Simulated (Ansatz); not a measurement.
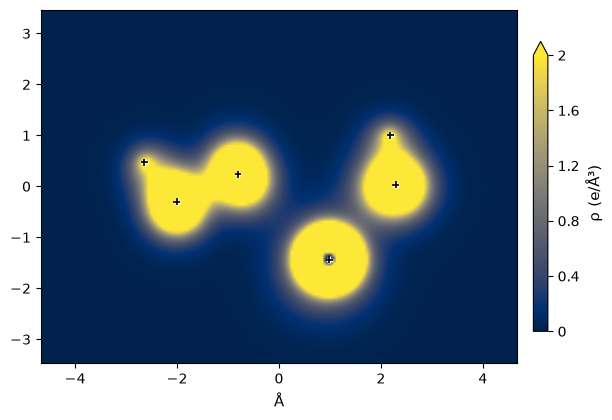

The electron density on a plane through atoms (crosses mark nuclei in the plane).

Computed with Ansatz 0.2.0, UKS PBE0-D4/def2-TZVP.

Candidates:
A. Au2Sn (triplet)
B. H2O3Sn (charge +1, doublet)
C. Li4Se2 (charge +1, quartet)

Which system is this?

Answer. Candidate B: H2O3Sn on the molecular plane, which holds Sn, O and H. O–O (1.32 Å): ρ at the midpoint is about 2.7 e/Å³. Sn–O (1.96 Å): ρ is about 0.82 e/Å³ halfway.
